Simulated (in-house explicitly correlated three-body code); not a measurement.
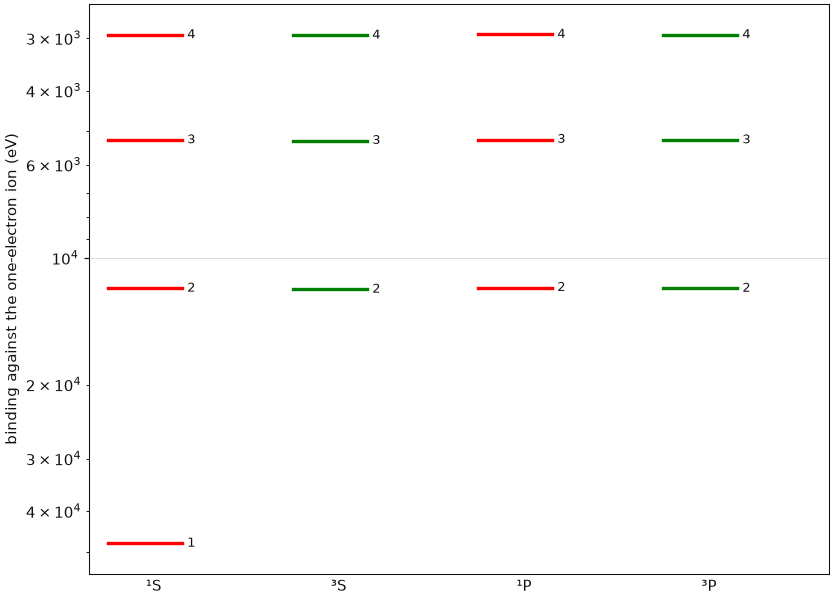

Two electrons around a point charge Z = 59.835. Computed variationally in 260 exponentially correlated functions with an in-house code, non-relativistic, converged to about 10⁻⁸ of the energy. The plot shows the bound S and P states that converged, by term and principal number n, on a logarithmic scale of binding.

How do singlets and triplets lie?

The ground state is bound by 47.70 keV. The n = 2 states drawn run, from the deepest, 2 ³S (11.87 keV), 2 ³P (11.81 keV), 2 ¹S (11.80 keV), 2 ¹P (11.76 keV). Exchange puts 2 ³S below 2 ¹S by 69.7 eV and 2 ³P below 2 ¹P by 53.3 eV. Quantum defects n − (Z − 1)/√(2 E(binding)): 2 ³S 0.008, 2 ³P 0.003, 2 ¹S 0.002, 2 ¹P −0.001.
